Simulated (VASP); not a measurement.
Band structure of Mo$_{3}$Si (A15). Computed with PBE GGA, VASP's PBE PAW potentials (set 64) (plane waves; VASP 6.6.1).

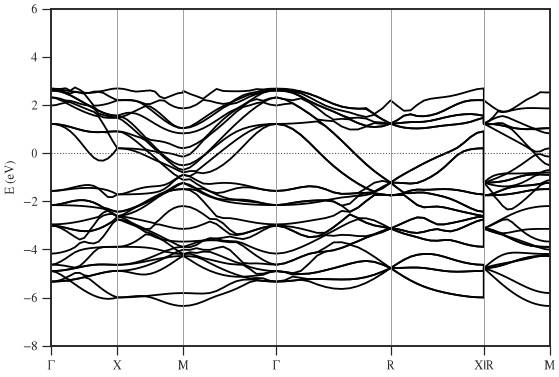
Figure. Bands along high-symmetry lines, zero at the valence-band maximum or, without a gap, the Fermi level

Q: Read the plot: is there a gap, and where are the band edges?

A: It has no gap at this level: it comes out as a metal or semimetal. (Edges off the drawn lines would not show.)

The compound is Mo3Si in the A15 structure. It was relaxed first.
